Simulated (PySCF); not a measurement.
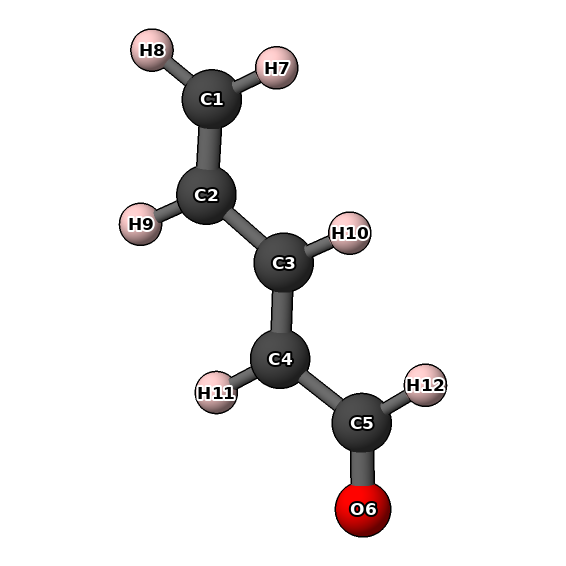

The thickness of each stick grows with its Mayer bond order. The geometry was computed by an optimisation with PBE0-D3(BJ)/def2-SVP. No frequency run is at hand to confirm it as a minimum. Computed with PBE0/pcSseg-1 in benzene (IEF-PCM) (PySCF 2.14.0).

List the Mayer bond orders of C1–C2, C1–H7, C1–H8, C2–C3, C2–H9, C3–C4, C3–H10, C4–C5, C4–H11, C5–O6, C5–H12.

```
  bond  Mayer order  length (Å)
 C1–C2         1.87       1.342
 C1–H7         0.95       1.094
 C1–H8         0.94       1.092
 C2–C3         1.10       1.447
 C2–H9         0.96       1.096
 C3–C4         1.65       1.349
C3–H10         0.95       1.098
 C4–C5         1.07       1.465
C4–H11         0.96       1.095
 C5–O6         1.93       1.207
C5–H12         0.94       1.123
```
